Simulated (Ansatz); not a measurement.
# MgPbS3 (model cell, started as cubic perovskite with Pb in the octahedra): following an unstable mode, part 2 of 3

Aim: this structure of MgPbS3 (model cell, started as cubic perovskite with Pb in the octahedra) is to be tested for unstable modes, and one is followed downhill.

Ansatz 0.2.0; DFT PBEsol, scalar-relativistic, plane waves, PAW; PAW set soft_1.

So far, highest frequency on the path or at a solved wavevector (cm⁻¹): step 2 (the dispersion) 374. Also lowest frequency on the path (cm⁻¹): step 2 -204.

The structure was built from a prototype and need not be the compound's stable phase.

### 5. Energy along the mode, all amplitudes (two of the runs are shown above)

An imaginary frequency means negative curvature, so the energy should fall and then rise again as anharmonic terms take over.

This step gave:

```yaml
depth_at_the_lowest_point_sampled: 215.1 meV/atom
largest_atomic_shift_at_that_point: 0.6 Å
```

Energy from the parent against largest atomic shift:

```csv
largest atomic shift (Å),energy from the parent (meV/atom)
0.000,0
0.040,-1.25
0.080,-4.97
0.140,-15.1
0.220,-36.6
0.320,-74.8
0.450,-138
0.600,-215
```

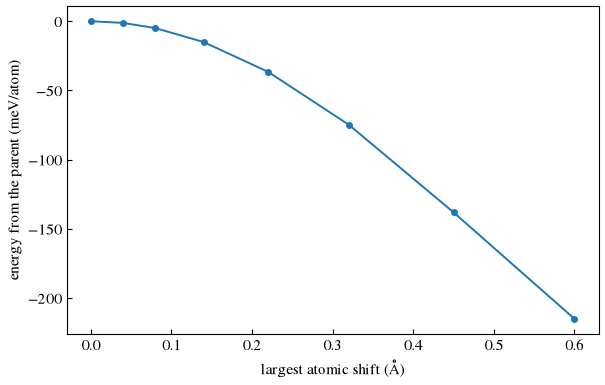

Energy from the parent against largest atomic shift.

Displacement at unit largest shift by atom:

```csv
atom,x (Å),y (Å),z (Å),size
Mg1,0.00,0.99,0.14,1.00
Mg2,0.00,-0.99,-0.14,1.00
Pb3,0.00,0.01,0.04,0.04
Pb4,0.00,-0.01,-0.04,0.04
S5,0.00,0.00,0.00,0.00
S6,0.00,0.00,0.00,0.00
S7,0.00,0.00,0.00,0.00
S8,0.00,0.00,0.00,0.00
S9,0.00,-0.13,-0.94,0.95
S10,0.00,0.13,0.94,0.95
```

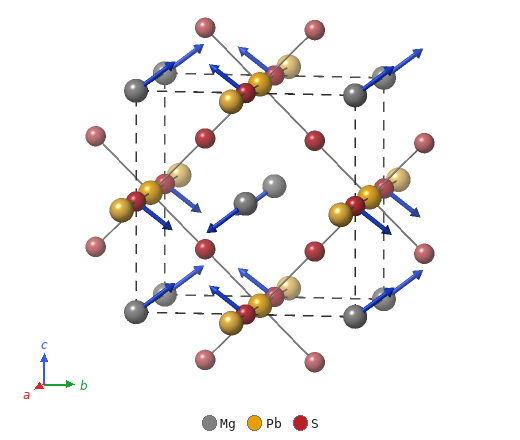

Displacement at unit largest shift as arrows, the longest 1.00 Å. Some periodic images of atoms are drawn too.

The lowest of the steps tried is the last one, at 0.6 Å, 215 meV/atom below the parent; the bottom of the well need not coincide with a step.

### 6. Relaxation from the frozen mode

Starting from the lowest point found, all atoms and the cell are let go, so that strain and other modes of the same symmetry can join in.

Input file input.yaml:

```yaml
crystal:
  lattice:
    - [-5.0694638885, 0.0, 0.0]
    - [0.0, -5.0694638885, -5.0694638885]
    - [0.0, -5.0694638885, 5.0694638885]
  atoms:
    - { symbol: Mg, position: [1.0, 0.4333731594, 0.4493551463] }
    - { symbol: Mg, position: [1.0, 0.0666268406, 0.0506448537] }
    - { symbol: Pb, position: [0.5, -0.0024339666, 0.5018501235] }
    - { symbol: Pb, position: [0.5, 0.5024339666, -0.0018501235] }
    - { symbol: S, position: [0.5, 0.25, 0.25] }
    - { symbol: S, position: [0.5, 0.75, 0.75] }
    - { symbol: S, position: [0.5, 0.75, 0.25] }
    - { symbol: S, position: [0.5, 0.25, 0.75] }
    - { symbol: S, position: [1.0, 0.0635066285, 0.4517269035] }
    - { symbol: S, position: [1.0, 0.4364933715, 0.0482730965] }
kpoints:
  mp_grid: { grid: [8, 6, 6] }
hamiltonian:
  xc: pbesol
  pseudopotentials: { kind: paw, azcp: { folder: soft_1 }, xc_functional: pbe }
scf:
  occupations: { method: methfessel_paxton, width: 0.2 }
output:
  forces: true
  stress: true
  eigenvalues: true
relax:
  adjacent_minimum: "off"
  f_tol: 0.002
  max_steps: 120
  cell: { stress_tol: 0.03 }
```

The run is started by

```bash
ansatz run input.yaml --threads 8 --pin off --max-ram 16384MiB --backend cpu --events-out ev --progress --plain --runs-dir out
```

Numbers of over 12 decimals in the logs are rounded to 6 here.

Output:

```text
[...]
Crystal: 10 atoms, lattice volume = 260.565 Å³
Basis set: ecut = 420 eV, 5061 PW (Γ), exchange–correlation on 72×96×96 points (8 copies of the dense FFT grid, shifted against one another)
Bands: 52, of which v1, the nominal top of the filled ones, is band 42 counted from 1 (41 counted from 0)
Symmetry: 4 space group operations
[...]
k-points: 100 of 288
[...]
SCF iter   1: F=—  HF=-32648.897971 eV  |F-HF|=—  |Δ(HF+E_count)|=         —  Δρ=3.68e-2  dr2=5.61e0  ethr=3.10e-3  ⟨swp⟩=11.0  Hψ=27816  notcnv=0
[...]
SCF iter  10: F=-32647.401614 eV  HF=-32647.401614 eV  |F-HF|=5.93e-9  |Δ(HF+E_count)|=   1.65e-8  S|Δr|=    0.00e0  Δρ=1.62e-6  dr2=1.20e-8  ethr=1.19e-10  ⟨swp⟩=17.4  Hψ=30865  notcnv=0
SCF 1 converged in 10 iterations: F = -32647.401614 eV  dr2 = 1.20e-8
[...]
relax step   1: F+E_penalty+E_count = -32647.40161429 eV  Δ(F+E_penalty+E_count) = +0.000e0 eV  max|allowed force component| = 1.216e0 eV/Å  Δτ_max = 0.0000 Å  P = +0.710 GPa  Ω = 260.565 Å³  (10 SCF iters, dr2 threshold 1.00e-7 eV, accepted)
Crystal: 10 atoms, lattice volume = 269.215 Å³
Basis set: ecut = 420 eV, 5253 PW (Γ), exchange–correlation on 72×96×96 points (8 copies of the dense FFT grid, shifted against one another)
[...]
SCF iter   8: F=-32648.164759 eV  HF=-32648.164759 eV  |F-HF|=8.73e-8  |Δ(HF+E_count)|=   6.16e-7  S|Δr|=    0.00e0  Δρ=6.25e-6  dr2=1.42e-7  ethr=1.19e-9  ⟨swp⟩=14.4  Hψ=28539  notcnv=0
SCF 2 converged in 8 iterations: F = -32648.164759 eV  dr2 = 1.42e-7
relax step   2: F+E_penalty+E_count = -32648.16475909 eV  Δ(F+E_penalty+E_count) = -7.631e-1 eV  max|allowed force component| = 8.524e-1 eV/Å  Δτ_max = 0.1948 Å  P = -0.025 GPa  Ω = 269.215 Å³  energy of the carried Pulay correction = -9.587e-4 eV  (8 SCF iters, dr2 threshold 1.00e-6 eV, accepted)
Crystal: 10 atoms, lattice volume = 270.874 Å³
Basis set: ecut = 420 eV, 5289 PW (Γ), exchange–correlation on 72×96×96 points (8 copies of the dense FFT grid, shifted against one another)
[...]
SCF iter   8: F=-32648.374181 eV  HF=-32648.374181 eV  |F-HF|=1.45e-7  |Δ(HF+E_count)|=   6.31e-7  S|Δr|=    0.00e0  Δρ=7.06e-6  dr2=2.07e-7  ethr=1.19e-9  ⟨swp⟩=14.6  Hψ=28190  notcnv=0
SCF 3 converged in 8 iterations: F = -32648.374181 eV  dr2 = 2.07e-7
relax step   3: F+E_penalty+E_count = -32648.37418127 eV  Δ(F+E_penalty+E_count) = -2.094e-1 eV  max|allowed force component| = 5.543e-1 eV/Å  Δτ_max = 0.1972 Å  P = +1.415 GPa  Ω = 270.874 Å³  energy of the carried Pulay correction = -1.139e-3 eV  (8 SCF iters, dr2 threshold 1.00e-6 eV, accepted)
[... from here on, the SCF cycles and remarks between the steps are left out ...]
relax step   4: F+E_penalty+E_count = -32648.44110948 eV  Δ(F+E_penalty+E_count) = -6.693e-2 eV  max|allowed force component| = 1.903e-1 eV/Å  Δτ_max = 0.0777 Å  P = -0.697 GPa  Ω = 281.002 Å³  energy of the carried Pulay correction = -2.216e-3 eV  (7 SCF iters, dr2 threshold 1.00e-6 eV, accepted)
relax step   5: F+E_penalty+E_count = -32648.46133482 eV  Δ(F+E_penalty+E_count) = -2.023e-2 eV  max|allowed force component| = 6.425e-2 eV/Å  Δτ_max = 0.0230 Å  P = -0.063 GPa  Ω = 278.073 Å³  energy of the carried Pulay correction = -1.908e-3 eV  (5 SCF iters, dr2 threshold 1.00e-6 eV, accepted)
relax step   6: F+E_penalty+E_count = -32648.50114011 eV  Δ(F+E_penalty+E_count) = -3.981e-2 eV  max|allowed force component| = 6.795e-2 eV/Å  Δτ_max = 0.1242 Å  P = +0.373 GPa  Ω = 276.034 Å³  energy of the carried Pulay correction = -1.693e-3 eV  (8 SCF iters, dr2 threshold 3.84e-7 eV, accepted)
relax step   7: F+E_penalty+E_count = -32648.54585191 eV  Δ(F+E_penalty+E_count) = -4.471e-2 eV  max|allowed force component| = 1.306e-1 eV/Å  Δτ_max = 0.0845 Å  P = +0.288 GPa  Ω = 277.189 Å³  energy of the carried Pulay correction = -1.815e-3 eV  (7 SCF iters, dr2 threshold 1.00e-6 eV, accepted)
relax step   8: F+E_penalty+E_count = -32648.66626826 eV  Δ(F+E_penalty+E_count) = -1.204e-1 eV  max|allowed force component| = 1.473e-1 eV/Å  Δτ_max = 0.2000 Å  P = +0.701 GPa  Ω = 274.216 Å³  energy of the carried Pulay correction = -1.499e-3 eV  (8 SCF iters, dr2 threshold 1.00e-6 eV, accepted)
relax step   9: F+E_penalty+E_count = -32648.76600551 eV  Δ(F+E_penalty+E_count) = -9.974e-2 eV  max|allowed force component| = 2.845e-1 eV/Å  Δτ_max = 0.0795 Å  P = +0.441 GPa  Ω = 277.530 Å³  energy of the carried Pulay correction = -1.851e-3 eV  (7 SCF iters, dr2 threshold 1.00e-6 eV, accepted)
relax step  10: F+E_penalty+E_count = -32648.97791735 eV  Δ(F+E_penalty+E_count) = -2.119e-1 eV  max|allowed force component| = 1.681e-1 eV/Å  Δτ_max = 0.1319 Å  P = -0.029 GPa  Ω = 278.205 Å³  energy of the carried Pulay correction = -1.922e-3 eV  (8 SCF iters, dr2 threshold 1.00e-6 eV, accepted)
relax step  11: F+E_penalty+E_count = -32649.21951468 eV  Δ(F+E_penalty+E_count) = -2.416e-1 eV  max|allowed force component| = 1.434e-1 eV/Å  Δτ_max = 0.0970 Å  P = +0.234 GPa  Ω = 276.184 Å³  energy of the carried Pulay correction = -1.709e-3 eV  (8 SCF iters, dr2 threshold 1.00e-6 eV, accepted)
relax step  12: F+E_penalty+E_count = -32649.49859890 eV  Δ(F+E_penalty+E_count) = -2.791e-1 eV  max|allowed force component| = 2.800e-1 eV/Å  Δτ_max = 0.1008 Å  P = +0.138 GPa  Ω = 272.409 Å³  energy of the carried Pulay correction = -1.305e-3 eV  (8 SCF iters, dr2 threshold 1.00e-6 eV, accepted)
relax step  13: F+E_penalty+E_count = -32649.57267933 eV  Δ(F+E_penalty+E_count) = -7.408e-2 eV  max|allowed force component| = 3.428e-1 eV/Å  Δτ_max = 0.0810 Å  P = +0.614 GPa  Ω = 264.675 Å³  energy of the carried Pulay correction = -4.594e-4 eV  (8 SCF iters, dr2 threshold 1.00e-6 eV, accepted)
relax step  14: F+E_penalty+E_count = -32649.63235738 eV  Δ(F+E_penalty+E_count) = -5.968e-2 eV  max|allowed force component| = 3.331e-1 eV/Å  Δτ_max = 0.0448 Å  P = +0.422 GPa  Ω = 265.127 Å³  energy of the carried Pulay correction = -5.095e-4 eV  (7 SCF iters, dr2 threshold 1.00e-6 eV, accepted)
relax step  15: F+E_penalty+E_count = -32649.86294894 eV  Δ(F+E_penalty+E_count) = -2.306e-1 eV  max|allowed force component| = 4.981e-1 eV/Å  Δτ_max = 0.1952 Å  P = +0.425 GPa  Ω = 261.918 Å³  energy of the carried Pulay correction = -1.520e-4 eV  (9 SCF iters, dr2 threshold 1.00e-6 eV, accepted)
relax step  16: F+E_penalty+E_count = -32650.30220138 eV  Δ(F+E_penalty+E_count) = -4.393e-1 eV  max|allowed force component| = 9.917e-1 eV/Å  Δτ_max = 0.1963 Å  P = +0.955 GPa  Ω = 255.657 Å³  energy of the carried Pulay correction = +5.582e-4 eV  (9 SCF iters, dr2 threshold 1.00e-6 eV, accepted)
relax step  17: F+E_penalty+E_count = -32650.62926589 eV  Δ(F+E_penalty+E_count) = -3.271e-1 eV  max|allowed force component| = 3.451e-1 eV/Å  Δτ_max = 0.1950 Å  P = +0.378 GPa  Ω = 258.493 Å³  energy of the carried Pulay correction = +2.343e-4 eV  (8 SCF iters, dr2 threshold 1.00e-6 eV, accepted)
relax step  18: F+E_penalty+E_count = -32650.74793437 eV  Δ(F+E_penalty+E_count) = -1.187e-1 eV  max|allowed force component| = 1.558e-1 eV/Å  Δτ_max = 0.1934 Å  P = +0.482 GPa  Ω = 262.458 Å³  energy of the carried Pulay correction = -2.125e-4 eV  (7 SCF iters, dr2 threshold 1.00e-6 eV, accepted)
relax step  19: F+E_penalty+E_count = -32650.76171866 eV  Δ(F+E_penalty+E_count) = -1.378e-2 eV  max|allowed force component| = 9.443e-2 eV/Å  Δτ_max = 0.0521 Å  P = -0.301 GPa  Ω = 264.234 Å³  energy of the carried Pulay correction = -4.105e-4 eV  (8 SCF iters, dr2 threshold 1.00e-6 eV, accepted)
relax step  20: F+E_penalty+E_count = -32650.76554528 eV  Δ(F+E_penalty+E_count) = -3.827e-3 eV  max|allowed force component| = 9.300e-3 eV/Å  Δτ_max = 0.0176 Å  P = +0.026 GPa  Ω = 263.162 Å³  energy of the carried Pulay correction = -2.912e-4 eV  (6 SCF iters, dr2 threshold 5.57e-7 eV, accepted)
relax step  21: F+E_penalty+E_count = -32650.76559887 eV  Δ(F+E_penalty+E_count) = -5.359e-5 eV  max|allowed force component| = 2.890e-3 eV/Å  Δτ_max = 0.0024 Å  P = -0.051 GPa  Ω = 263.647 Å³  energy of the carried Pulay correction = -3.452e-4 eV  (7 SCF iters, dr2 threshold 1.33e-8 eV, accepted)
relax step  22: F+E_penalty+E_count = -32650.76567729 eV  Δ(F+E_penalty+E_count) = -7.842e-5 eV  max|allowed force component| = 7.656e-4 eV/Å  Δτ_max = 0.0008 Å  P = -0.001 GPa  Ω = 263.386 Å³  energy of the carried Pulay correction = -3.162e-4 eV  (6 SCF iters, dr2 threshold 9.40e-9 eV, accepted)
relax step  23: F+E_penalty+E_count = -32651.38226748 eV  Δ(F+E_penalty+E_count) = -6.166e-1 eV  max|allowed force component| = 7.109e-3 eV/Å  Δτ_max = 0.0000 Å  P = +2.369 GPa  Ω = 263.386 Å³  stress off target by 6.22e0 GPa  SCF on the basis re-selected at this cell (its energy is not comparable with the rows above)  (10 SCF iters)
relax step  24: F+E_penalty+E_count = -32651.66773949 eV  Δ(F+E_penalty+E_count) = -2.855e-1 eV  max|allowed force component| = 4.199e-2 eV/Å  Δτ_max = 0.0344 Å  P = +1.050 GPa  Ω = 271.232 Å³  energy of the carried Pulay correction = -9.845e-4 eV  (7 SCF iters, dr2 threshold 1.00e-6 eV, accepted)
relax step  25: F+E_penalty+E_count = -32651.71303568 eV  Δ(F+E_penalty+E_count) = -4.530e-2 eV  max|allowed force component| = 9.701e-2 eV/Å  Δτ_max = 0.0312 Å  P = -0.360 GPa  Ω = 279.120 Å³  energy of the carried Pulay correction = -1.934e-3 eV  (7 SCF iters, dr2 threshold 1.00e-6 eV, accepted)
relax step  26: F+E_penalty+E_count = -32651.72556971 eV  Δ(F+E_penalty+E_count) = -1.253e-2 eV  max|allowed force component| = 2.335e-2 eV/Å  Δτ_max = 0.0138 Å  P = -0.083 GPa  Ω = 276.582 Å³  energy of the carried Pulay correction = -1.628e-3 eV  (5 SCF iters, dr2 threshold 1.00e-6 eV, accepted)
relax step  27: F+E_penalty+E_count = -32651.72598165 eV  Δ(F+E_penalty+E_count) = -4.119e-4 eV  max|allowed force component| = 2.287e-3 eV/Å  Δτ_max = 0.0028 Å  P = +0.015 GPa  Ω = 275.980 Å³  energy of the carried Pulay correction = -1.557e-3 eV  (7 SCF iters, dr2 threshold 4.22e-8 eV, accepted)
relax step  28: F+E_penalty+E_count = -32651.72592928 eV  Δ(F+E_penalty+E_count) = +5.236e-5 eV  max|allowed force component| = 7.727e-3 eV/Å  Δτ_max = 0.0016 Å  P = -0.033 GPa  Ω = 276.153 Å³  energy of the carried Pulay correction = -1.577e-3 eV  (6 SCF iters, dr2 threshold 2.47e-9 eV, rejected (line search))
relax step  29: F+E_penalty+E_count = -32651.72599682 eV  Δ(F+E_penalty+E_count) = -1.517e-5 eV  max|allowed force component| = 3.546e-4 eV/Å  Δτ_max = 0.0010 Å  P = +0.001 GPa  Ω = 276.013 Å³  energy of the carried Pulay correction = -1.560e-3 eV  (9 SCF iters, accepted)
Basis set: ecut = 420 eV, 5399 PW (Γ), exchange–correlation on 80×144×64 points (8 copies of the dense FFT grid, shifted against one another)
[...]
SCF iter   8: F=-32651.728212 eV  HF=-32651.728212 eV  |F-HF|=3.64e-12  |Δ(HF+E_count)|=    0.00e0  S|Δr|=    0.00e0  Δρ=4.57e-8  dr2=7.45e-12  ethr=1.00e-12  ⟨swp⟩=7.6  Hψ=22200  notcnv=0
SCF 30 converged in 8 iterations: F = -32651.728212 eV  dr2 = 7.45e-12
relax step  30: F+E_penalty+E_count = -32651.72821187 eV  Δ(F+E_penalty+E_count) = -2.215e-3 eV  max|allowed force component| = 3.627e-4 eV/Å  Δτ_max = 0.0000 Å  P = +0.006 GPa  Ω = 276.013 Å³  stress off target by 1.92e-2 GPa  SCF on the basis re-selected at this cell (its energy is not comparable with the rows above)  (8 SCF iters)
[...]
SCF converged after 8 iterations
[...]
Free energy (F): -32651.728212 eV
[...]
Internal energy: -32651.718433 eV  (E = F + TS)
E sigma→0 (E₀):  -32651.725767 eV
Entropy (-TS):   -0.009779 eV (-0.978 meV/atom)
Fermi energy:    4.859949 eV
[...]
--- Forces (eV/Å), atoms counted from 1 ---
  atom   1  Mg     0.00000000     0.00013985     0.00011608
  atom   2  Mg     0.00000000    -0.00013985    -0.00011608
  atom   3  Pb     0.00000000     0.00013447     0.00020529
  atom   4  Pb     0.00000000    -0.00013447    -0.00020529
  atom   5  S      0.00000000     0.00000000     0.00000000
  atom   6  S      0.00000000     0.00000000     0.00000000
  atom   7  S      0.00000000     0.00000000     0.00000000
  atom   8  S      0.00000000     0.00000000     0.00000000
  atom   9  S      0.00000000    -0.00036274    -0.00017313
  atom  10  S      0.00000000     0.00036274     0.00017313
  max |Σ_I F_I| component: 5.42e-20 eV/Å
--- Stress (GPa, compression-positive) ---
        0.000653       0.000000       0.000000
        0.000000       0.009601       0.009968
        0.000000       0.009968       0.008867
  P = ⅓ Tr σ = 0.0064 GPa (0.064 kbar)
--- Band table (eV; the first three rows and the last of 100) ---
  k-point 0: bands = [... 38 lower, 4.0846, 4.2678, 4.6912, 5.2983, 5.9681, 6.8292, 6.8750, 7.2211, ... 6 higher]
  k-point 1: bands = [... 38 lower, 3.8526, 3.9938, 4.0172, 4.8981, 6.6310, 6.7542, 7.4032, 7.6303, ... 6 higher]
  k-point 2: bands = [... 38 lower, 3.2182, 3.2985, 3.7434, 4.0670, 6.5912, 6.8420, 7.1466, 7.6738, ... 6 higher]
  k-point 99: bands = [... 38 lower, 4.0656, 4.0658, 4.1841, 4.1842, 4.5181, 4.5181, 5.8578, 5.8578, ... 6 higher]
--- Relaxed structure (28 steps of the walk, 27 accepted, 2 SCFs on fresh bases) ---
  F+E_penalty+E_count = -32651.72821187 eV   max|allowed force component| = 3.627e-4 eV/Å   (the final SCF, on the basis selected at the relaxed cell)
  cell:  # Å, volume = 276.0128 Å³
    - [-5.582127, 0.0, 0.0]
    - [0.0, -7.361672, -7.361818]
    - [0.0, -3.358221, 3.358366]
  atoms:
    - { symbol: Mg, position: [1.0, 0.330050, 0.500008] }
    - { symbol: Mg, position: [1.0, 0.169950, -8.108468889933551e-6] }
    - { symbol: Pb, position: [0.5, -0.00437697, 0.499994] }
    - { symbol: Pb, position: [0.5, 0.504377, 6.321320501490035e-6] }
    - { symbol: S, position: [0.5, 0.25, 0.25] }
    - { symbol: S, position: [0.5, 0.75, 0.750000] }
    - { symbol: S, position: [0.5, 0.75, 0.250000] }
    - { symbol: S, position: [0.5, 0.25, 0.750000] }
    - { symbol: S, position: [1.0, 0.086549, 0.499981] }
    - { symbol: S, position: [1.0, 0.413451, 1.8742334283616824e-5] }
```

Wall time 6.2 min (8 threads of Arm Neoverse V1, shared host); peak memory 1.6 GiB.

Relaxation path (22 of 30):

```csv
step,energy less that of the first step (eV),largest force component (eV/Å),pressure (GPa),volume (Å³)
1,0.0000,1.2161,0.71,260.57
2,-0.7631,0.8524,-0.03,269.22
4,-1.0395,0.1903,-0.70,281.00
5,-1.0597,0.0642,-0.06,278.07
7,-1.1442,0.1306,0.29,277.19
8,-1.2647,0.1473,0.70,274.22
9,-1.3644,0.2845,0.44,277.53
11,-1.8179,0.1434,0.23,276.18
12,-2.0970,0.2800,0.14,272.41
13,-2.1711,0.3428,0.61,264.67
15,-2.4613,0.4981,0.42,261.92
16,-2.9006,0.9917,0.96,255.66
18,-3.3463,0.1558,0.48,262.46
19,-3.3601,0.0944,-0.30,264.23
20,-3.3639,0.0093,0.03,263.16
22,-3.3641,0.0008,0.00,263.39
23*,-3.9807,0.0071,2.37,263.39
24,-4.2661,0.0420,1.05,271.23
26,-4.3240,0.0233,-0.08,276.58
27,-4.3244,0.0023,0.01,275.98
29,-4.3244,0.0004,0.00,276.01
30*,-4.3266,0.0004,0.01,276.01
```

Relaxation steps marked * repeat the geometry before them on a plane-wave basis chosen anew for their cell, so energy and pressure can jump there. Other such steps can lie between the rows shown. Relaxation step 28 was tried and not accepted.

The run keeps the 4 symmetry operations that it works with, so distortions that break them were not tested.

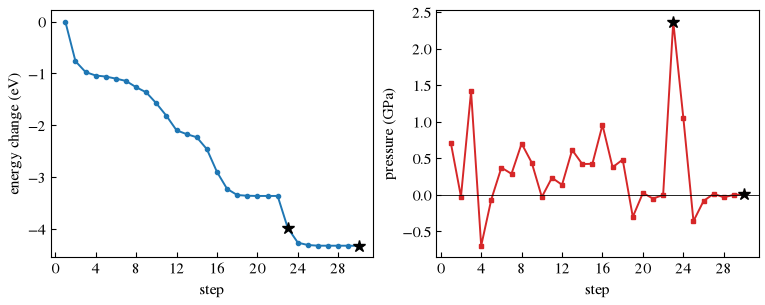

Energy and pressure along the relaxation. Stars mark steps on a basis chosen anew.

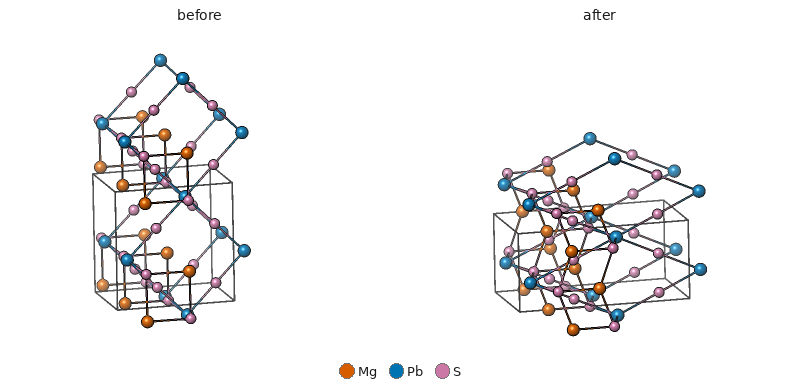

Before and after, at one scale.

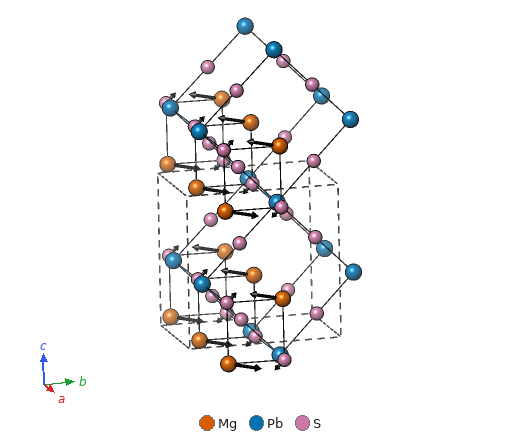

Displacements in the relaxation, exaggerated, measured against the changing cell; the longest in the cell stands for 1.10 Å. 2×1×2 cells are drawn. Some periodic images of atoms are drawn too.

```csv
cell as run,before,after,change
a (Å),5.069,5.582,+10.1 %
b (Å),7.169,10.411,+45.2 %
c (Å),7.169,4.749,-33.8 %
volume (Å³/atom),26.06,27.60,+5.9 %
```

The atoms that moved most (Å, as changes of fractional coordinates times the final cell):

```csv
atom,dx,dy,dz,length
Mg1,0.000,0.591,0.931,1.102
Mg2,0.000,-0.591,-0.931,1.102
S10,0.000,0.332,0.008,0.332
S9,0.000,-0.332,-0.008,0.332
Pb3,0.000,0.021,0.008,0.022
Pb4,0.000,-0.021,-0.008,0.022
```

This step gave:

```
pressure        : 0.006374 GPa
volume per atom : 27.60 Å³
```

The distorted start has space group P2/m; the relaxation ends in Pmma.

[end of part 2 of 3]

[Logs are printed without paths, hosts, clocks, repeated set-up lines and the standing remarks that a program may print on its own settings, such as how far it seeks lower states.]

[Hosts, paths, dates, database ids (printed as entryN), source tags and the programs' standing remarks are cut or masked in the printed files.]
